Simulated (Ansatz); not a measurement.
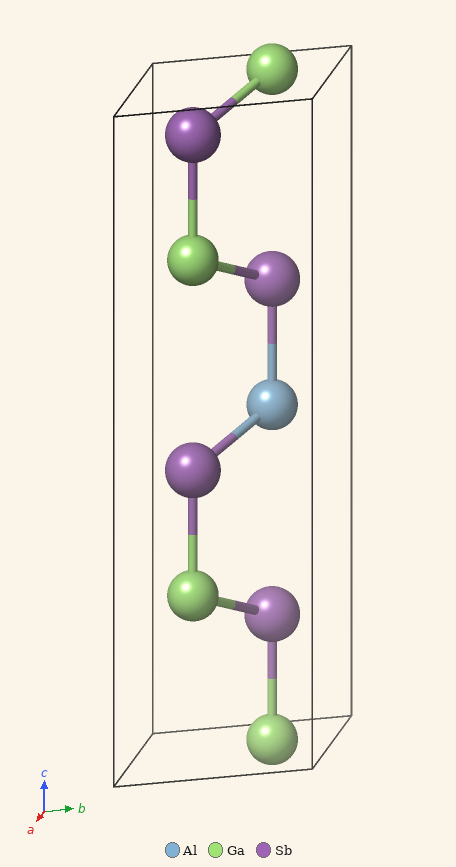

Drawn in the ball-and-stick manner and seen slightly off an axis. One simulation cell is outlined, and atoms on its boundary appear in each equivalent place.

```xyz
8
Lattice="4.3817 0.0000 0.0000 -2.1909 3.7947 0.0000 0.0000 0.0000 14.4417" Properties=species:S:1:pos:R:3 pbc="T T T"
Al    0.0000    2.5298    7.2179
Ga    2.1909    1.2649    3.6117
Ga    2.1909    1.2649   10.8396
Ga    0.0000    2.5298    0.0033
Sb    2.1909    1.2649    6.3123
Sb    2.1909    1.2649   13.5382
Sb    0.0000    2.5298    2.7041
Sb    0.0000    2.5298    9.9265
```

The calculation used DFT PBE, scalar-relativistic, plane waves, PAW in Ansatz, with a plane-wave cutoff of 420 eV, k-grid 12×12×4, Gaussian smearing of 0.1 eV, no spin polarisation.

**How charged are the atoms, by the Bader scheme?**

Al +1.64 e; Ga +0.33 e; Sb -1.33 to -0.33 e.

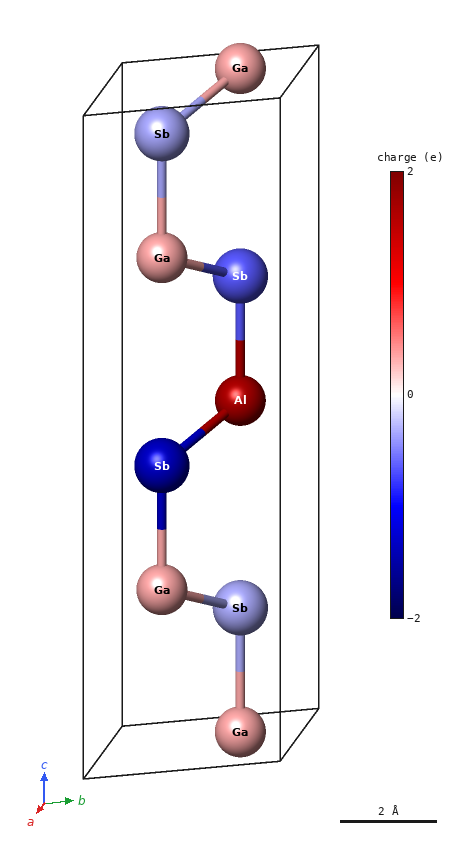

The atoms coloured by those charges.

Starting structure: a structure type filled with these elements by a generator (whether the compound takes this form wasn't checked). Earlier steps of the study, as a rule a relaxation of our own, may have changed the cell and positions, so they can lie some per cent off the listed ones. It was run through Ansatz as a DFT input.
